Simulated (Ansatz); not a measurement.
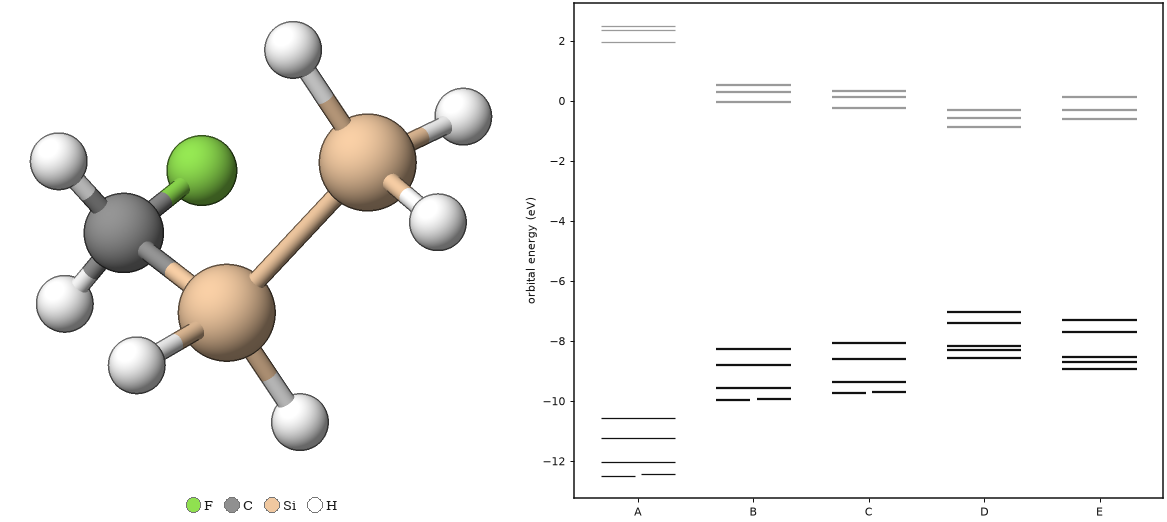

Frontier orbital energies of CH₇FSi₂, SMILES FC[SiH2][SiH3] at one geometry, def2-TZVPP, the Ansatz code 0.2.0, at a PBE0-D4/def2-TZVP geometry (no frequency check). Empty levels are grey, levels within 0.1 eV stand side by side; all columns show the same few orbitals around the gap.

The columns come from B3LYP, PBE, PBE0, r2SCAN and ωB97X-V. Which is which?

A: ωB97X-V (HOMO −10.56, LUMO 1.96, separation 12.52 eV)
B: PBE0 (HOMO −8.26, LUMO −0.05, separation 8.22 eV)
C: B3LYP (HOMO −8.07, LUMO −0.24, separation 7.83 eV)
D: PBE (HOMO −7.04, LUMO −0.89, separation 6.15 eV)
E: r2SCAN (HOMO −7.32, LUMO −0.60, separation 6.72 eV)

Caveats, for all or some of the runs: empty levels above zero depend strongly on the basis; one conformer of a flexible molecule.
